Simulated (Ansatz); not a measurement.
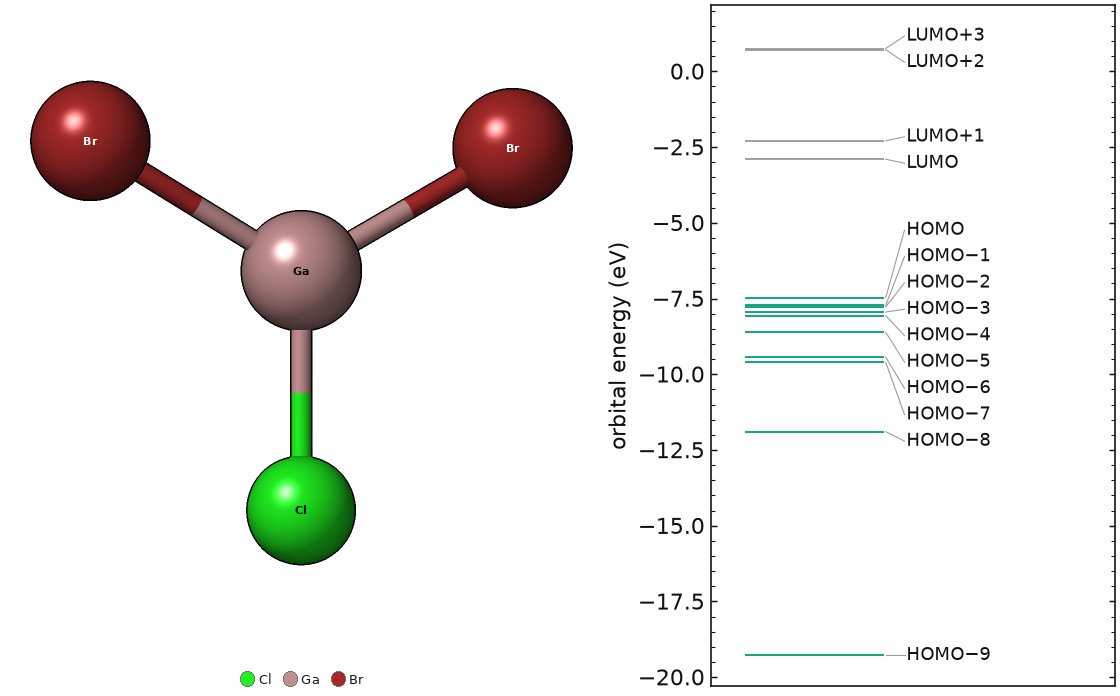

GaBr₂Cl, SMILES [Cl][Ga]([Br])[Br], singlet. Kohn-Sham orbital energies near the frontier, revPBE/def2-TZVPP in the Ansatz code 0.2.0, at a PBE0-D4/def2-TZVP geometry (a minimum by its frequencies), isolated molecule; empty levels in grey, levels within 0.03 eV side by side.

> Where do the frontier orbitals lie?

HOMO at −7.47 eV, LUMO at −2.90 eV, 4.57 eV apart.

> How far below the HOMO does the next level lie?

0.25 eV.

> List the levels.

```tsv
orbital	energy (eV)
LUMO+3	0.75
LUMO+2	0.71
LUMO+1	−2.29
LUMO	−2.90
HOMO	−7.47
HOMO−1	−7.72
HOMO−2	−7.77
HOMO−3	−7.95
HOMO−4	−8.06
HOMO−5	−8.62
HOMO−6	−9.44
HOMO−7	−9.61
HOMO−8	−11.90
HOMO−9	−19.28
```

Note: no scalar relativity up to krypton; spin-orbit coupling is left out, and with Br it can shift these levels and split any degenerate set; empty levels above zero depend strongly on the basis.
